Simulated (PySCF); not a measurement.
C3H9GeO3, SMILES C[O][Ge]([O]C)[O]C, doublet, GFN2-xTB optimised geometry. Atoms within 1.6 Å of the plane z = 0.6 Å (x, y, z in Å): Ge3 (-0.65, -1.74, 0.00), O4 (-1.05, 0.07, 0.00), C5 (-2.18, 0.69, -0.53), O6 (1.19, -1.74, 0.00), C7 (2.05, -0.97, 0.79), H12 (-3.01, 0.68, 0.18), H13 (-1.90, 1.74, -0.71), H14 (2.21, -1.43, 1.77), H15 (3.01, -0.92, 0.26), H16 (1.68, 0.05, 0.93).

Level of theory: unrestricted PBE0/def2-TZVP (PySCF). Cells within 0.4 Å of a nucleus heavier than hydrogen are left out (blank, or x).

Map of the spin density (e/bohr³) on the plane z = 0.6 Å:

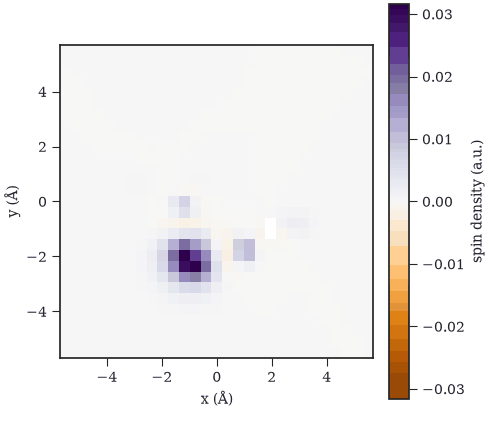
Figure. Spin density (e/bohr³) on the plane z = 0.6 Å.
